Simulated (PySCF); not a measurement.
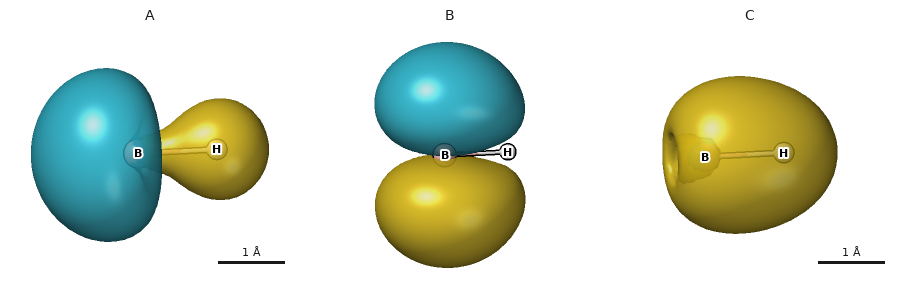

Figure 1: BH. Three frontier orbitals, each drawn at the value that holds 80 % of its norm (yellow and cyan are the two phases), in no order; of a degenerate pair one member is drawn.

Computed with PBE0/cc-pVTZ(-PP), non-relativistic Hamiltonian with scalar-relativistic core potentials where named, at a bond length of 1.242 Å in PySCF 2.14.0.

Q: Name the orbitals and rank them from lowest to highest energy.

A: Orbital C: σ, occupied, −13.51 eV; shared between the atoms (B 65 %, H 35 %).
Orbital A: σ, occupied, −6.66 eV; mainly on B (85 %).
Orbital B: π, empty, −2.31 eV; mainly on B (90 %).
